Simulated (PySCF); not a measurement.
# C₂H₁₂NPSi₄: NMR shifts and K edges in gas and solvents

Aim: compute the NMR shifts and K edges of C₂H₁₂NPSi₄ (`C#C[Si@]([SiH3])(P)N([SiH3])[SiH3]`), and see what a dielectric continuum does where one was used.

The runs use PySCF 2.14.0, with density-fitted response routines of our own; the level of theory stands in each step. All values are computed, except where a source is named. Atoms are numbered from 0 throughout.

## 1. The molecule as given

20 atoms, charge 0, multiplicity 1; geometry from: GFN2-xTB.

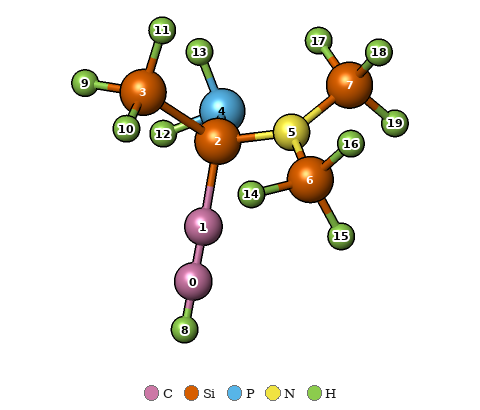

As it starts; carbon pink, silicon orange, phosphorus blue, nitrogen yellow, hydrogen green, atoms numbered.

## 2. Geometry optimisation at PBE0-D3(BJ)/def2-SVP

The job: settings as JSON, then the geometry in Å.

```
{"job": {"xc": "PBE0", "basis": "def2-SVP", "d3": "d3bj", "grid": 1, "kind": "geom"}, "charge": 0, "multiplicity": 1}
C     -1.264473    -2.681561    -1.466179
C     -1.032914    -1.614169    -0.961485
Si    -0.703443     0.039478    -0.168291
Si    -1.622789     0.184489     1.972145
P     -1.518955     1.472607    -1.712501
N      1.041380     0.220126    -0.060909
Si     1.979471    -1.145361     0.475520
Si     1.882029     1.626899    -0.655947
H     -1.463064    -3.612909    -1.915531
H     -3.070308     0.425402     1.897011
H     -1.448186    -1.043883     2.751829
H     -1.067507     1.284899     2.769864
H     -2.780862     0.907144    -1.670262
H     -1.876056     2.440623    -0.788327
H      1.109302    -1.920173     1.359015
H      2.405549    -1.952164    -0.667630
H      3.131645    -0.625487     1.206749
H      0.903789     2.711994    -0.735403
H      2.913278     1.951644     0.329648
H      2.476963     1.341082    -1.962351
```

On the command line:

```console
> OMP_NUM_THREADS=1 python probes_run.py task.json out
```

The driver reads the jobs from task.json and runs them one after another.

The log of the run:

```text
step   0  E = -1636.15951548  max force = 0.033772
step   1  E = -1636.16818363  max force = 0.004288
step   2  E = -1636.16850699  max force = 0.002054
step   3  E = -1636.16864902  max force = 0.001088
step   4  E = -1636.16875920  max force = 0.001464
step   5  E = -1636.16888832  max force = 0.001166
step   6  E = -1636.16898272  max force = 0.001646
step   7  E = -1636.16904689  max force = 0.001459
step   8  E = -1636.16910420  max force = 0.000907
step   9  E = -1636.16916003  max force = 0.000651
step  10  E = -1636.16919108  max force = 0.000419
step  11  E = -1636.16920354  max force = 0.000262
optimisation converged
```

Run time: 11 min. Hardware: 1 thread, shared host.

Along the way:

```csv
step,energy from step 0 (eV),largest force component (eV/Å)
0,0.0000,1.7366
1,-0.2359,0.2205
2,-0.2447,0.1056
3,-0.2485,0.0559
4,-0.2515,0.0753
5,-0.2550,0.0600
6,-0.2576,0.0846
7,-0.2594,0.0750
8,-0.2609,0.0466
9,-0.2624,0.0335
10,-0.2633,0.0215
11,-0.2636,0.0135
```

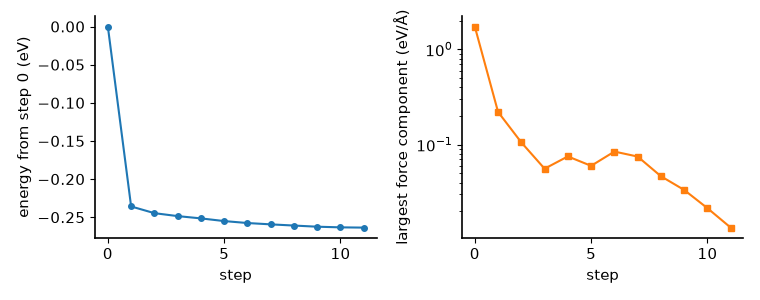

Energy and force, step by step.

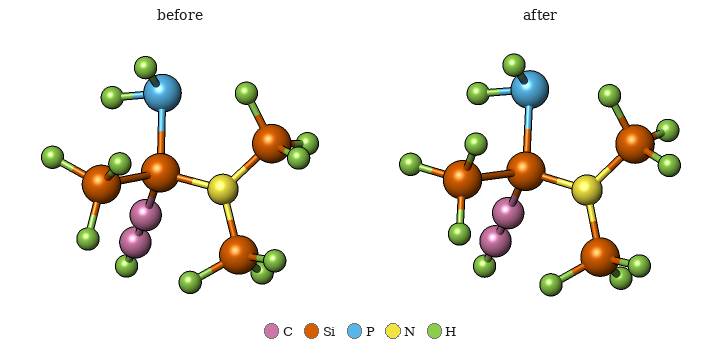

Before and after, at one scale.

Distances of close pairs at the start and the end, largest changes first:

| bond | before (Å) | after (Å) | change (Å) |
| --- | --- | --- | --- |
| P4–H12 | 1.383 | 1.429 | +0.045 |
| P4–H13 | 1.385 | 1.429 | +0.044 |
| Si6–H16 | 1.460 | 1.493 | +0.033 |
| Si7–H17 | 1.463 | 1.495 | +0.032 |
| Si6–H15 | 1.463 | 1.494 | +0.031 |
| Si6–H14 | 1.462 | 1.493 | +0.031 |
| Si7–H19 | 1.464 | 1.494 | +0.031 |
| Si3–H10 | 1.465 | 1.495 | +0.030 |

The final coordinates are the input of the step that follows.

```csv
at the end point,value
point group (found at 0.08 Å tolerance),C1
"rotational constants (GHz, main isotopes)","0.811, 0.698, 0.586"
dipole moment (D),0.93
```

## 3. Nuclear shieldings: PBE0/pcSseg-1 in tetrahydrofuran

The job: settings as JSON, then the geometry in Å.

```
{"job": {"kind": "nmr", "xc": "PBE0", "basis": "pcSseg-1", "solvent": "tetrahydrofuran", "pop": true}, "charge": 0, "multiplicity": 1}
C     -1.330651    -2.696351    -1.433607
C     -1.055903    -1.603123    -0.971858
Si    -0.661938     0.034567    -0.237284
Si    -1.728465     0.198123     1.842874
P     -1.424671     1.574388    -1.721270
N      1.080142     0.178440    -0.059228
Si     1.959021    -1.245347     0.490719
Si     1.925772     1.639953    -0.540192
H     -1.569455    -3.661460    -1.844691
H     -3.207169     0.050149     1.671362
H     -1.239232    -0.838769     2.802809
H     -1.445823     1.553058     2.413783
H     -2.732104     0.998670    -1.693769
H     -1.730242     2.553265    -0.726019
H      1.092933    -1.999679     1.444927
H      2.340958    -2.152137    -0.633413
H      3.203734    -0.794127     1.181768
H      1.033737     2.816174    -0.305751
H      3.153901     1.775662     0.297646
H      2.329754     1.632835    -1.978953
```

With the program's defaults for keys left out, this is: GIAO PBE0/pcSseg-1 NMR shielding, non-relativistic, IEF-PCM tetrahydrofuran.

The log of the run:

```text
coarse grid: 18800 points
cycle   1  E = -1636.5429409052  dE =  2.684e-01  |g| = 5.285e-01  |ddm| = 4.171e+00
cycle   2  E = -1636.4895502589  dE =  5.339e-02  |g| = 7.122e-01  |ddm| = 1.105e+00
cycle   3  E = -1636.6013482527  dE = -1.118e-01  |g| = 1.304e-01  |ddm| = 7.360e-01
cycle   4  E = -1636.6051738807  dE = -3.826e-03  |g| = 3.756e-02  |ddm| = 1.625e-01
cycle   5  E = -1636.6054366965  dE = -2.628e-04  |g| = 2.296e-02  |ddm| = 4.842e-02
cycle   6  E = -1636.6055657549  dE = -1.291e-04  |g| = 4.455e-03  |ddm| = 1.845e-02
cycle   7  E = -1636.6055705012  dE = -4.746e-06  |g| = 7.410e-04  |ddm| = 4.924e-03
final grid: 157504 points
cycle   8  E = -1636.6495510673  dE = -2.069e-05  |g| = 5.596e-03  |ddm| = 3.042e-02
cycle   9  E = -1636.6495435078  dE =  7.559e-06  |g| = 8.081e-03  |ddm| = 1.375e-02
cycle  10  E = -1636.6495581822  dE = -1.467e-05  |g| = 1.151e-03  |ddm| = 8.014e-03
cycle  11  E = -1636.6495584826  dE = -3.004e-07  |g| = 2.846e-04  |ddm| = 1.372e-03
cycle  12  E = -1636.6495584965  dE = -1.383e-08  |g| = 1.664e-04  |ddm| = 3.070e-04
cycle  13  E = -1636.6495585034  dE = -6.925e-09  |g| = 2.068e-05  |ddm| = 1.335e-04
cycle  14  E = -1636.6495585035  dE = -9.095e-11  |g| = 4.640e-06  |ddm| = 3.019e-05
converged SCF energy = -1636.6495585035

GIAO shielding tensors (ppm)
atom      isotropic    diamagn.    paramagn.     s11        s22        s33       span
  0 C       71.577     261.691    -190.114     -7.334     -1.440    223.506    230.841
  1 C       96.107     264.281    -168.174     -3.550     -1.072    292.944    296.494
  2 Si     371.835     882.333    -510.497    307.551    374.226    433.729    126.178
  3 Si     452.960     880.811    -427.850    440.320    451.335    467.226     26.906
  4 P      560.792     967.995    -407.203    504.913    570.841    606.623    101.710
  5 N      268.800     333.404     -64.604    257.415    270.329    278.655     21.239
  6 Si     395.686     879.618    -483.932    350.620    370.930    465.507    114.887
  7 Si     397.769     879.081    -481.312    351.866    373.883    467.559    115.693
  8 H       27.931      32.595      -4.664     23.105     23.287     37.399     14.294
  9 H       27.834      28.958      -1.125     24.602     25.893     33.006      8.404
 10 H       27.424      29.357      -1.934     23.641     26.212     32.417      8.776
 11 H       27.804      29.555      -1.751     24.667     26.291     32.454      7.787
 12 H       29.060      29.111      -0.051     24.265     26.387     36.528     12.264
 13 H       28.782      30.184      -1.403     24.303     26.602     35.441     11.139
 14 H       26.401      30.049      -3.648     22.799     25.815     30.588      7.789
 15 H       26.558      29.137      -2.579     23.047     24.495     32.132      9.085
 16 H       26.612      29.150      -2.539     23.056     24.866     31.912      8.856
 17 H       26.704      29.596      -2.892     22.553     26.734     30.826      8.273
 18 H       26.644      28.684      -2.040     23.045     24.920     31.969      8.925
 19 H       26.562      28.296      -1.734     23.093     24.121     32.474      9.381
```

Run time: 2.4 min. Hardware: 1 thread, shared host.

The references, computed at this level on geometries of the same kind, shield at (ppm): 1H TMS 31.24, 13C TMS 185.3, 29Si TMS 351.8, 15N NH3 268.1, 31P PH3 586.3. Their shielding less the atom's gives the shift. The references are single molecules in the same continuum, so shifts against H2O, NH3, PH3, H3PO4 or CFCl3 are not on the usual liquid scales and can be off by tens of ppm. Atoms listed in one row are averaged.

```csv
atoms,environment,σ (ppm),δ (ppm)
C0,terminal alkyne carbon,71.6,113.7
C1,alkyne carbon,96.1,89.2
"H14, H15, H16, H17, H18, H19",hydrogen on a silicon bonded to N,26.58,4.66
"H9, H10, H11",hydrogen on a silicon bonded to Si,27.69,3.56
H8,hydrogen on a terminal alkyne carbon,27.93,3.31
"H12, H13",hydrogen on a phosphorus bonded to Si,28.92,2.32
Si2,"silicon bonded to C, N, P, Si",371.8,-20.0
"Si6, Si7","silicon bonded to N, 3 H",396.7,-44.9
Si3,"silicon bonded to Si, 3 H",453.0,-101.1
P4,"phosphorus bonded to Si, 2 H",560.8,25.5
N5,nitrogen bonded to 3 Si,268.8,-0.7
```

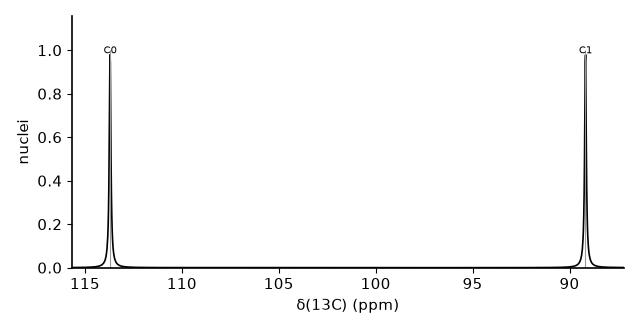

13C lines at the computed shifts, without couplings. Lines are broadened to a width of 0.10 ppm (Lorentzian).

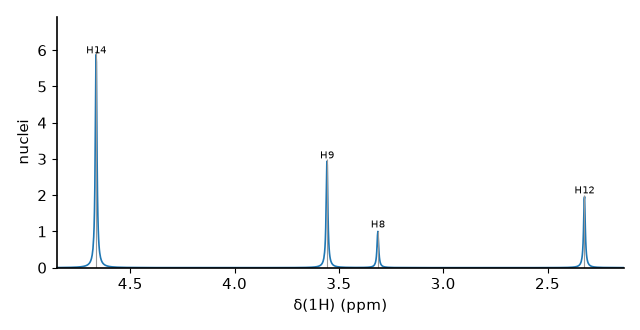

1H lines at the computed shifts, without couplings. Lines are broadened to a width of 0.01 ppm (Lorentzian).

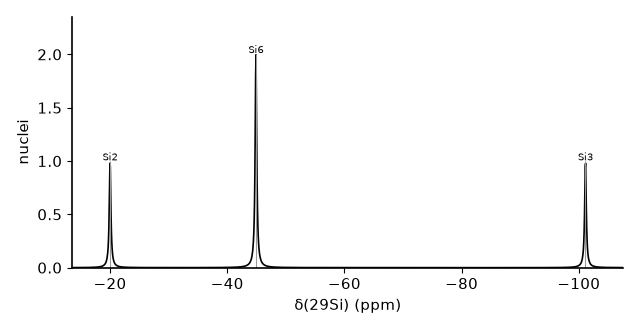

29Si lines at the computed shifts, without couplings. Lines are broadened to a width of 0.32 ppm (Lorentzian).

The run also stored atomic charges by several schemes (e):

```
   atoms  Mulliken    IAO  Hirshfeld  ESP fit
      C0     -0.23  -0.18      -0.07    -0.46
      C1     -0.19  -0.35      -0.17     0.07
     Si2      0.59   0.74       0.28     0.16
     Si3      0.29   0.26       0.20     0.05
      P4     -0.25  -0.11      -0.02    -0.37
      N5     -1.09  -1.01      -0.34    -0.34
Si6, Si7      0.64   0.71       0.33     0.43
```

Mulliken charges:

C0 -0.23; C1 -0.19; Si2 0.59; Si3 0.29; P4 -0.25; N5 -1.09; Si6 0.65; Si7 0.64; H8 0.11; H9 -0.06; H10 -0.06; H11 -0.06; H12 0.10; H13 0.09; H14 -0.09; H15 -0.08; H16 -0.09; H17 -0.10; H18 -0.08; H19 -0.08

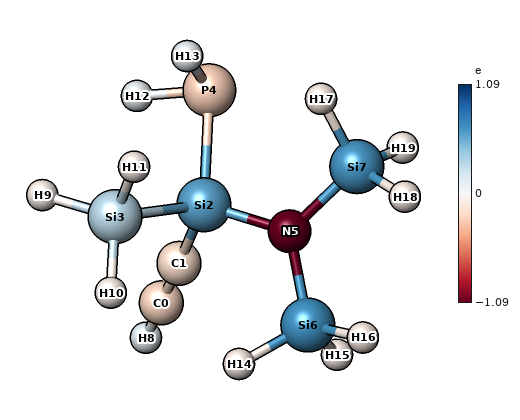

Mulliken charges, as colours on the atoms.

Mayer bond orders: C0–C1 2.54, C1–Si2 0.86, Si2–Si3 0.90, Si2–P4 0.99, Si2–N5 0.85, N5–Si6 0.86, N5–Si7 0.88.

## 4. Nuclear shieldings: PBE0/pcSseg-1 in water

The job, as its differences from that of step 3:

```diff
@@ -1,2 +1,2 @@
-{"job": {"kind": "nmr", "xc": "PBE0", "basis": "pcSseg-1", "solvent": "tetrahydrofuran", "pop": true}, "charge": 0, "multiplicity": 1}
+{"job": {"kind": "nmr", "xc": "PBE0", "basis": "pcSseg-1", "solvent": "water", "pop": false}, "charge": 0, "multiplicity": 1}
 C     -1.330651    -2.696351    -1.433607
```

Method: GIAO PBE0/pcSseg-1 NMR shielding, non-relativistic, IEF-PCM water.

The log of the run:

```text
coarse grid: 18800 points
cycle   1  E = -1636.5447136912  dE =  2.668e-01  |g| = 5.268e-01  |ddm| = 4.170e+00
cycle   2  E = -1636.4929997078  dE =  5.171e-02  |g| = 7.065e-01  |ddm| = 1.086e+00
cycle   3  E = -1636.6028061312  dE = -1.098e-01  |g| = 1.274e-01  |ddm| = 7.245e-01
cycle   4  E = -1636.6064638275  dE = -3.658e-03  |g| = 3.477e-02  |ddm| = 1.577e-01
cycle   5  E = -1636.6066969885  dE = -2.332e-04  |g| = 2.059e-02  |ddm| = 4.564e-02
cycle   6  E = -1636.6067999205  dE = -1.029e-04  |g| = 4.573e-03  |ddm| = 1.680e-02
cycle   7  E = -1636.6068049154  dE = -4.995e-06  |g| = 7.126e-04  |ddm| = 4.747e-03
final grid: 157504 points
cycle   8  E = -1636.6507829903  dE = -2.075e-05  |g| = 5.587e-03  |ddm| = 3.052e-02
cycle   9  E = -1636.6507756253  dE =  7.365e-06  |g| = 8.034e-03  |ddm| = 1.358e-02
cycle  10  E = -1636.6507900816  dE = -1.446e-05  |g| = 1.142e-03  |ddm| = 7.878e-03
cycle  11  E = -1636.6507903775  dE = -2.958e-07  |g| = 2.661e-04  |ddm| = 1.337e-03
cycle  12  E = -1636.6507903895  dE = -1.205e-08  |g| = 1.552e-04  |ddm| = 2.913e-04
cycle  13  E = -1636.6507903955  dE = -5.986e-09  |g| = 2.124e-05  |ddm| = 1.246e-04
cycle  14  E = -1636.6507903956  dE = -1.151e-10  |g| = 4.815e-06  |ddm| = 3.073e-05
converged SCF energy = -1636.6507903956

GIAO shielding tensors (ppm)
atom      isotropic    diamagn.    paramagn.     s11        s22        s33       span
  0 C       71.075     261.459    -190.383     -8.092     -2.284    223.601    231.693
  1 C       96.128     264.352    -168.225     -3.550     -1.031    292.964    296.514
  2 Si     371.647     882.388    -510.741    307.100    374.295    433.546    126.446
  3 Si     452.791     880.801    -428.010    440.010    451.258    467.106     27.095
  4 P      561.718     968.125    -406.407    505.664    571.757    607.733    102.069
  5 N      268.697     333.435     -64.739    257.373    270.288    278.429     21.056
  6 Si     395.679     879.613    -483.934    350.688    370.933    465.415    114.727
  7 Si     397.802     879.090    -481.288    352.035    373.800    467.571    115.536
  8 H       27.832      32.502      -4.670     22.986     23.165     37.345     14.359
  9 H       27.824      28.951      -1.127     24.584     25.890     32.999      8.416
 10 H       27.437      29.372      -1.934     23.662     26.228     32.423      8.761
 11 H       27.780      29.533      -1.753     24.628     26.271     32.442      7.813
 12 H       28.999      29.078      -0.078     24.172     26.301     36.525     12.353
 13 H       28.671      30.124      -1.453     24.146     26.460     35.407     11.260
 14 H       26.408      30.061      -3.653     22.809     25.819     30.595      7.787
 15 H       26.579      29.164      -2.585     23.072     24.515     32.150      9.078
 16 H       26.603      29.141      -2.538     23.044     24.856     31.911      8.867
 17 H       26.678      29.578      -2.900     22.528     26.710     30.796      8.268
 18 H       26.642      28.684      -2.042     23.039     24.915     31.972      8.933
 19 H       26.594      28.345      -1.751     23.127     24.153     32.502      9.375
```

It took 2.2 min on 1 thread, shared host.

This run: δ C0 114.4, C1 89.4, Si2 -19.9, Si6 -45.0, H14 4.65, H9 3.56 ppm (means over like atoms).

## 5. K-edge absorption: BHandHLYP/def2-SVPD+aug-pcX-1+pcseg-1

The job, as its differences from that of step 4:

```diff
@@ -1,2 +1,2 @@
-{"job": {"kind": "nmr", "xc": "PBE0", "basis": "pcSseg-1", "solvent": "water", "pop": false}, "charge": 0, "multiplicity": 1}
+{"job": {"kind": "xas", "xc": "BHandHLYP", "basis": {"default": "aug-pcX-1", "H": "pcseg-1", "Si": "def2-SVPD", "P": "def2-SVPD"}}, "charge": 0, "multiplicity": 1}
 C     -1.330651    -2.696351    -1.433607
```

Method: core-valence-separated TDA BHandHLYP/aug-pcX-1 H:pcseg-1 Si:def2-SVPD P:def2-SVPD, K edges, non-relativistic, gas phase.

The log of the run:

```text
coarse grid: 18800 points
cycle   1  E = -1636.7311401934  dE =  2.506e-01  |g| = 4.860e-01  |ddm| = 5.881e+00
cycle   2  E = -1636.7460493168  dE = -1.491e-02  |g| = 4.695e-01  |ddm| = 1.292e+00
cycle   3  E = -1636.7934209291  dE = -4.737e-02  |g| = 1.000e-01  |ddm| = 5.784e-01
cycle   4  E = -1636.7953880906  dE = -1.967e-03  |g| = 4.479e-02  |ddm| = 1.767e-01
cycle   5  E = -1636.7959134318  dE = -5.253e-04  |g| = 1.580e-02  |ddm| = 1.042e-01
cycle   6  E = -1636.7959737823  dE = -6.035e-05  |g| = 3.657e-03  |ddm| = 1.875e-02
cycle   7  E = -1636.7959771962  dE = -3.414e-06  |g| = 5.504e-04  |ddm| = 6.680e-03
final grid: 157504 points
cycle   8  E = -1636.9355320271  dE = -3.343e-05  |g| = 1.878e-03  |ddm| = 5.289e-02
cycle   9  E = -1636.9355319998  dE =  2.733e-08  |g| = 1.802e-03  |ddm| = 7.518e-03
cycle  10  E = -1636.9355327179  dE = -7.182e-07  |g| = 4.398e-04  |ddm| = 2.375e-03
cycle  11  E = -1636.9355327534  dE = -3.546e-08  |g| = 1.934e-04  |ddm| = 7.684e-04
cycle  12  E = -1636.9355327627  dE = -9.262e-09  |g| = 5.676e-05  |ddm| = 2.904e-04
cycle  13  E = -1636.9355327635  dE = -8.463e-10  |g| = 1.177e-05  |ddm| = 9.140e-05
converged SCF energy = -1636.9355327635

C K edge
   eV          f      from atoms
  282.775   0.05131   C1
  282.844   0.05238   C1
  283.020   0.05161   C0
  283.177   0.05261   C0
  286.103   0.00413   C1 C0
  286.133   0.01033   C0 C1
  286.247   0.01292   C1
  286.407   0.00832   C1
  286.710   0.01149   C1
  286.936   0.00485   C1
  286.967   0.00075   C0 C1
  286.987   0.00188   C1 C0

N K edge
   eV          f      from atoms
  398.727   0.00087   N5
  399.824   0.01004   N5
  400.018   0.02128   N5
  400.168   0.00337   N5
  400.355   0.02668   N5
  400.460   0.01668   N5
  400.572   0.00984   N5
  400.861   0.00372   N5
```

Wall time 1.9 min (1 thread, shared host).

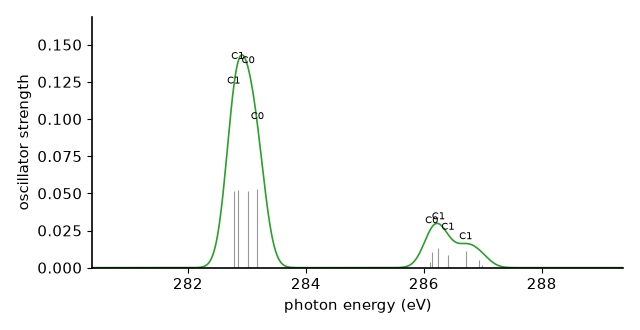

The C K edge. Lines are broadened to a width of 0.40 eV (Gaussian).

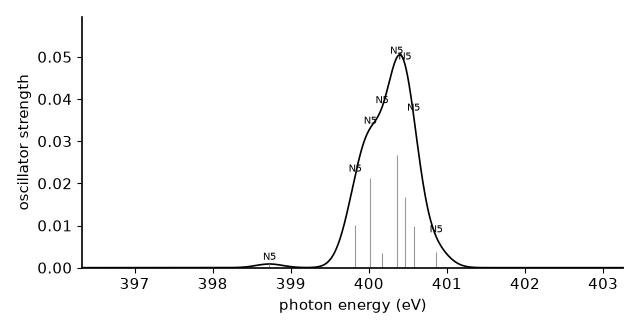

The N K edge. Lines are broadened to a width of 0.40 eV (Gaussian).

## 6. Comparing the runs: NMR shifts

Shifts (ppm) of some atoms, chosen among heavy atoms and hydrogens apart, means over like atoms, with basis size and wall time:

| run | C0 | C1 | H8 | H12 | Si2 | P4 | N5 | functions | time |
| --- | --- | --- | --- | --- | --- | --- | --- | --- | --- |
| PBE0/pcSseg-1 in tetrahydrofuran | 113.7 | 89.2 | 3.31 | 2.32 | -20.0 | 25.5 | -0.7 | 231 | 2.4 min |
| PBE0/pcSseg-1 in water | 114.4 | 89.4 | 3.41 | 2.40 | -19.9 | 25.4 | -0.1 | 231 | 2.2 min |

The continuum's effect on the ground state:

| solvent | ε | polarisation energy (Eh) | μ (D) |
| --- | --- | --- | --- |
| tetrahydrofuran | 7.43 | -0.0052 | 1.15 |
| water | 78.36 | -0.0068 | 1.22 |

## 7. Results

```
                                                                                 quantity                                                  value
                                                                              point group                                                     C1
                                                     rotational constants (main isotopes)                                   0.81, 0.70, 0.59 GHz
                                  13C shifts against TMS (PBE0/pcSseg-1, tetrahydrofuran)                                        113.7, 89.2 ppm
  1H shifts against TMS (PBE0/pcSseg-1, tetrahydrofuran, means over atoms taken as alike)                             4.66, 3.56, 3.31, 2.32 ppm
29Si shifts against TMS (PBE0/pcSseg-1, tetrahydrofuran, means over atoms taken as alike)                               -20.0, -44.9, -101.1 ppm
                                  31P shifts against PH3 (PBE0/pcSseg-1, tetrahydrofuran)                                               25.5 ppm
                                  15N shifts against NH3 (PBE0/pcSseg-1, tetrahydrofuran)                                               -0.7 ppm
                                                                                 C K edge  first line 282.77 eV, strongest 283.18 eV (f = 0.053)
                                                                                 N K edge  first line 398.73 eV, strongest 400.36 eV (f = 0.027)
                                                                 range of the shift of C0                                     113.7 to 114.4 ppm
```

What this shows: Over 11 steps the energy fell by 0.264 eV; of the close pairs, P4–H12 changed most, 1.383 to 1.429 Å. At PBE0/pcSseg-1: The largest span, 296 ppm, is at C1, where the paramagnetic term is -168 ppm. At the C edge the strongest single line lifts a 1s electron of C0 into several orbitals, led by LUMO+1 (weight 0.64), 0.4 eV above the first line. At the N edge the strongest single line lifts a 1s electron of N5 into several orbitals, led by LUMO+8 (weight 0.21), 1.6 eV above the first line. Absolute edge energies from this method are off by several eV; spacings are better. Across the 2 runs the shift of C0 moves most, between 113.7 (PBE0/pcSseg-1 in tetrahydrofuran) and 114.4 ppm (PBE0/pcSseg-1 in water). The continuum holds electrostatics alone: no hydrogen bonds to the solvent, and the gas-phase geometry is kept.
